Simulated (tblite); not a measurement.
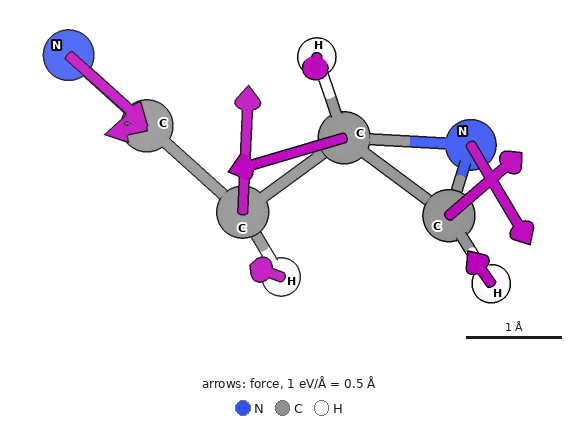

Starting geometry of C₄H₃N₂ (multiplicity 2) with the computed forces as purple arrows. Style: ball-and-stick. Shown at a tilt.

All numbers below come from GFN2-xTB geometry optimisation, gas phase in tblite. 

Is this structure relaxed? If not, where do the atoms go?

Answer. It isn't relaxed: the largest force vector, on a C atom, is 3.39 eV/Å. The final displacements follow the starting forces only in part (cosine between the two patterns 0.36). The largest move after the best rigid fit is that of an N atom, 0.46 Å. Largest moves by element: N 0.46 Å, C 0.43 Å, H 0.30 Å. Among the contacts that change: C–N 1.424 → 1.522 Å, C–C 1.439 → 1.371 Å, C–N 1.305 → 1.242 Å, C–C 1.489 → 1.437 Å. Among the angles between lasting bonds that change: C–C–C 108.9° → 121.9°, C–C–H 154.5° → 146.3°, C–C–H 112.6° → 119.6°. The energy falls by 19.4 kcal/mol in 56 geometry steps.
